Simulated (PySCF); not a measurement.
# CH₇FGeNP: what the fields show

```json
{"atom": "C", "x (Å)": "-1.6346", "y (Å)": "-0.7631", "z (Å)": "0.3573"}
{"atom": "N", "x (Å)": "-1.0771", "y (Å)": "0.4933", "z (Å)": "-0.1042"}
{"atom": "Ge", "x (Å)": "0.6577", "y (Å)": "0.7560", "z (Å)": "-0.5421"}
{"atom": "F", "x (Å)": "0.8579", "y (Å)": "2.4733", "z (Å)": "-0.1310"}
{"atom": "P", "x (Å)": "1.9729", "y (Å)": "-0.5117", "z (Å)": "0.8688"}
{"atom": "H", "x (Å)": "-2.0464", "y (Å)": "-1.3715", "z (Å)": "-0.4554"}
{"atom": "H", "x (Å)": "-2.4265", "y (Å)": "-0.5780", "z (Å)": "1.0859"}
{"atom": "H", "x (Å)": "-0.8440", "y (Å)": "-1.3325", "z (Å)": "0.8494"}
{"atom": "H", "x (Å)": "-1.7669", "y (Å)": "1.0687", "z (Å)": "-0.5645"}
{"atom": "H", "x (Å)": "0.9163", "y (Å)": "0.9244", "z (Å)": "-2.0494"}
{"atom": "H", "x (Å)": "3.0964", "y (Å)": "0.2626", "z (Å)": "0.6035"}
{"atom": "H", "x (Å)": "2.2954", "y (Å)": "-1.4222", "z (Å)": "-0.1353"}
```

Geometry: GFN2-xTB.

These are results of PySCF 2.14.0, CAM-B3LYP/def2-SVPD, SCF density, gas phase, not measurements.

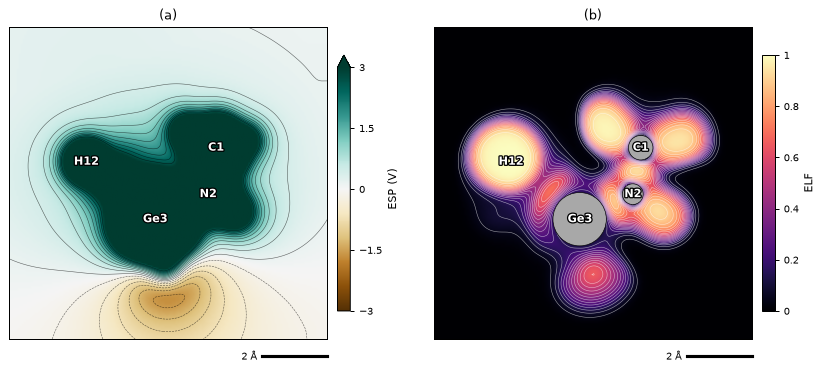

Figure 1. (a) electrostatic potential; (b) electron localisation function on the plane of atoms C1, N2 and Ge3. Grey discs cover the atomic cores in the ELF map.

> What do the fields say about this system?

Atoms in the plane: C, N, Ge and H. C–N (1.45 Å): the ELF peaks at about 0.95 between the atoms; localised, covalent bonding. Ge–N (1.81 Å): the ELF peaks at about 0.90 in the valence shell of N, 0.6 Å from its nucleus, and is about 0.50 at the midpoint. Outside the dense part of the molecule the potential is most negative (−1.7 V) near F4, which lies off the plane.

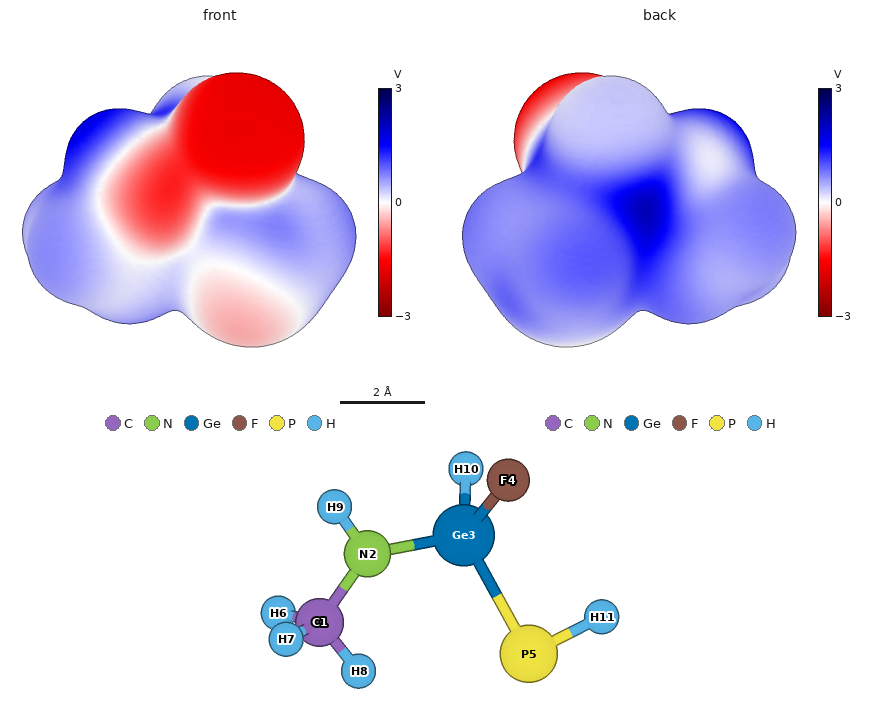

Figure 2. The electrostatic potential painted on the density surface at 0.002 e/bohr³, seen from the front and from behind; the colour scale runs from red (negative) to blue (positive). The bare structure is drawn below in the same view.

> Which sites attract a positive test charge, and which a negative one?

A positive charge is drawn to the negative regions and a negative charge to the positive ones. The most negative region (about −1.7 V, or −39 kcal/mol for a unit charge) lies over F4, the most positive (about +2.0 V, or +46 kcal/mol for a unit charge) over Ge3.

> What dipole moment does the calculation give?

Its dipole moment is 3.20 D.
